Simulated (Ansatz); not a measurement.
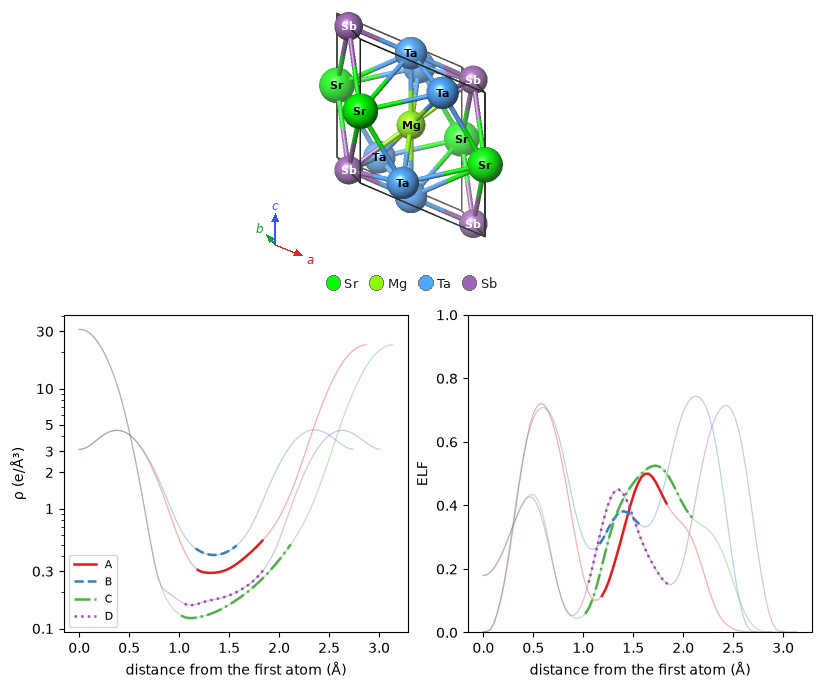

The picture shows: SrMgTa₃Sb. Valence charge density (pseudo) and electron localisation function along straight lines between neighbouring atoms. Thin, pale parts lie inside the atomic spheres. The structure is drawn too.

Space group P2/m; a generated structure, not necessarily the stable one.

Method: DFT PBE, scalar-relativistic, plane waves, PAW in Ansatz 0.2.0.

The density is the valence pseudo-density of a PAW calculation; it isn't the true density close to the nuclei.

```cif
data_structure
_symmetry_space_group_name_H-M 'P 1'
_symmetry_Int_Tables_number 1
_cell_length_a 5.7496
_cell_length_b 4.6744
_cell_length_c 6.0189
_cell_angle_alpha 90.000
_cell_angle_beta 115.657
_cell_angle_gamma 90.000
_cell_volume 145.81
loop_
_atom_site_label
_atom_site_type_symbol
_atom_site_fract_x
_atom_site_fract_y
_atom_site_fract_z
_atom_site_occupancy
Sr1 Sr 0.00000 0.00000 0.50000 1
Mg1 Mg 0.50000 0.50000 0.50000 1
Ta1 Ta 0.34053 0.00000 0.12783 1
Ta2 Ta 0.65947 0.00000 0.87217 1
Ta3 Ta 0.50000 0.50000 0.00000 1
Sb1 Sb 0.00000 0.50000 0.00000 1
```

> Which curve belongs to which contact (Mg–Sb, Mg–Ta, Ta–Sb and Ta–Ta)? The first atom named is at distance zero.

Curve A: Ta–Sb (2.87 Å): ρ at the midpoint is about 0.3 e/Å³; the ELF is about 0.35 at the midpoint. Curve B: Ta–Ta (2.74 Å): ρ is about 0.41 e/Å³ halfway; the ELF is about 0.40 at the midpoint. Curve C: Mg–Sb (3.14 Å): the density is about 0.17 e/Å³ at the midpoint, with its minimum of 0.12 e/Å³ about 1.1 Å from Mg; the ELF peaks at about 0.55 in the valence shell of Sb, 1.4 Å from its nucleus, and is about 0.50 at the midpoint. Curve D: Mg–Ta (3.01 Å): ρ is about 0.19 e/Å³ halfway, with its minimum of 0.16 e/Å³ about 1.1 Å from Mg; the ELF is about 0.35 at the midpoint.
